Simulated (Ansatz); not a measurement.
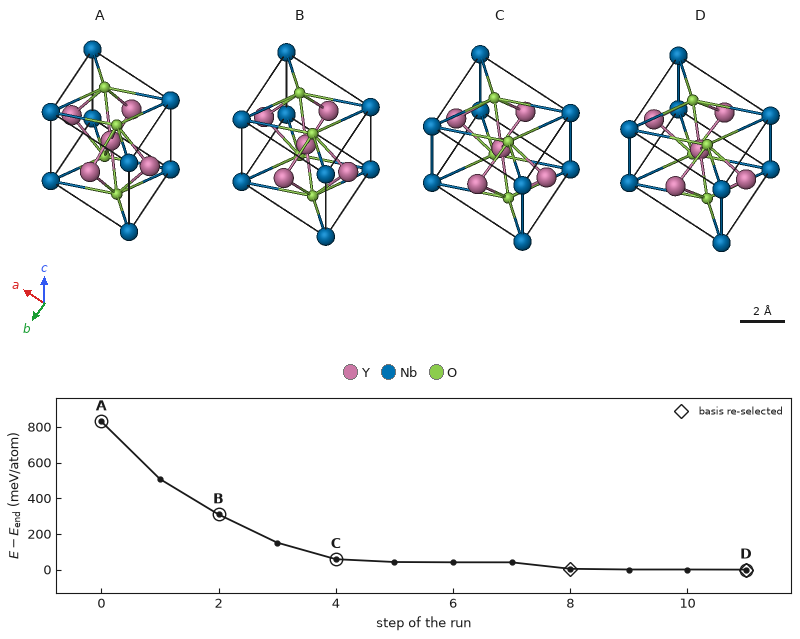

Frames of a relaxation of solid Y3NbO2 (a generated structure, set up in P6/mmm) (coarse preliminary run), marked on the history of the run. A ball-and-stick model of the cell of the calculation, seen from a free direction.

These are results of DFT PBE, scalar-relativistic, plane waves, PAW (Ansatz), not measurements. (plane-wave cutoff 420 eV; k-point mesh 6 × 6 × 4; occupations gaussian; smearing width 0.1 eV; collinear spin; cell and atoms relaxed; force threshold 0.04 eV/Å; at most 70 steps)

### What happens along the run?

The energy falls by 830 meV per atom in 9 accepted moves (11 points after the start). All forces vanish by symmetry, so only the cell relaxes. Pressure: 8.70 GPa at the start and 0.00 GPa at the end. At 2 points the geometry stayed and the basis and grid were re-selected for the new cell (energy shift of 36.3 meV per atom at most each time). The atoms keep their places relative to the cell (all moves are under 0.005 Å). The drawn cell changes as follows: a = b 5.580 → 6.580 Å (+17.9 %), c 3.778 → 2.942 Å (−22.1 %); the volume changes by +8.3 %. Near-neighbour distances that change, for instance: Y–Y 3.778 → 2.942 Å, Nb–Nb 3.778 → 2.942 Å, Nb–O 3.221 → 3.799 Å, Y–Y 2.790 → 3.290 Å. Among the angles between lasting bonds that change: O–Y–O 99.1° → 75.5°, Y–O–Y 99.1° → 75.5°, O–Y–O 80.9° → 104.5°. The space group stays P6/mmm (No. 191). Cost: 100 s on 1 thread of Intel(R) Xeon(R) 6975P-C (Granite Rapids), on a shared host, peak memory 0.55 GiB. From step 0 to 2: volume +4.7 %, energy −521 meV per atom. From step 2 to 4: volume +4.3 %, energy −251 meV per atom. From step 4 to 11: volume −0.8 %, energy −58.6 meV per atom.

Limits of the set-up: the k-point mesh is coarse for a cell with partly filled bands.
